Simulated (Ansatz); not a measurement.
## Fields on a plane of GaP (zinc blende)

```xyz
2
Lattice="0.0000 2.7257 2.7257 2.7257 0.0000 2.7257 2.7257 2.7257 0.0000" Properties=species:S:1:pos:R:3 pbc="T T T"
P      4.0885     4.0885     4.0885
Ga     0.0000     0.0000     0.0000
```

The slice is a {111} plane (indices of the conventional cell) through the point (0.750, 0.750, 0.750) (fractional), spanned by u = [100] and v = [-1 2 0] in vectors of this cell: u (3.85 Å) and v (6.68 Å, at 90° to u). It covers one period; positions are fractions (u, v).

Atoms on it: P at (0.00, 0.00); P at (0.50, 0.50). Other atoms lie within 1 Å of the plane.

Level of theory: r2SCAN (plane waves to 500 eV, PAW, scalar-relativistic; Ansatz, a first-principles code). k mesh 10×10×10. Near the nuclei the fields are pseudised (PAW); where an atom keeps semicore shells as valence, they peak there. GaP was relaxed with its symmetry unable to fall.

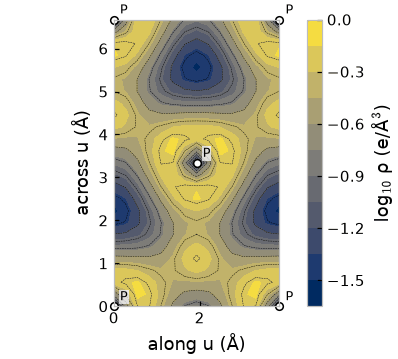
Fig. 1. Log₁₀ of the valence density in e/Å³, one period of the plane, atoms marked. The scale is logarithmic, as a density can span decades between atoms and voids.

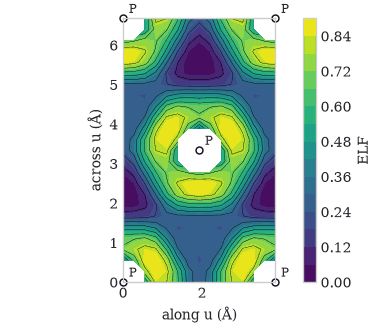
Fig. 1. Electron localisation function (ELF), one period of the plane, atoms marked. Points within 0.5 Å of a nucleus are left white, as the pseudised field means little there.
